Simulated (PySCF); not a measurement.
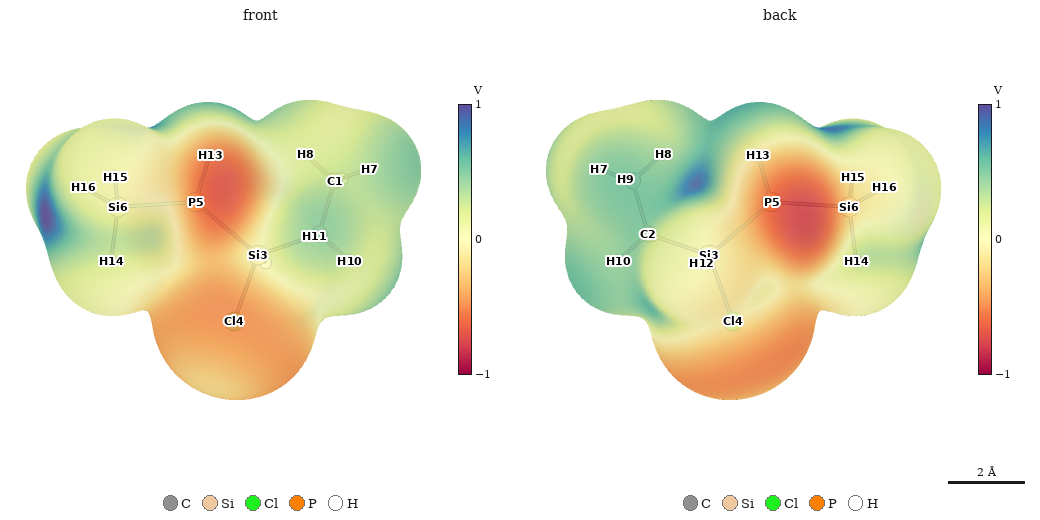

C₂H₁₀ClPSi₂. The electrostatic potential painted on the density surface at 0.001 e/bohr³, seen from the front and from behind; the colour scale runs from red (negative) to blue (positive).

Geometry: GFN2-xTB.

Computed with PBE/pcSseg-1, SCF density, gas phase, non-relativistic in PySCF.

Input file:

```
{"job": {"kind": "nmr", "xc": "PBE", "basis": "pcSseg-1", "pop": false}, "charge": 0, "multiplicity": 1}
C     -2.412851     0.390194     0.680663
C     -1.917811    -0.180500    -0.642107
Si    -0.285662    -1.150404    -0.446341
Cl     0.448734    -1.642212    -2.263000
P      1.288748     0.061516     0.483742
Si     3.345668     0.654662    -0.019185
H     -3.324104     0.968056     0.537756
H     -1.657675     1.043889     1.113916
H     -2.620243    -0.406258     1.391900
H     -2.682697    -0.835896    -1.063176
H     -1.778872     0.637157    -1.353349
H     -0.494711    -2.399435     0.295862
H      0.842060     0.563675     1.658261
H      3.613474    -0.045946    -1.269520
H      3.404878     2.111602    -0.173539
H      4.231063     0.229899     1.068117
```

Command:

```sh
OMP_NUM_THREADS=1 python ens_run.py task.json out
```

Where is the surface potential most negative and most positive?

Answer. The most negative region (about −0.7 V) lies over P5, the most positive (about +0.9 V) over Si3 and Si6.

What dipole moment does the calculation give?

Answer. Its dipole moment is 1.47 D.
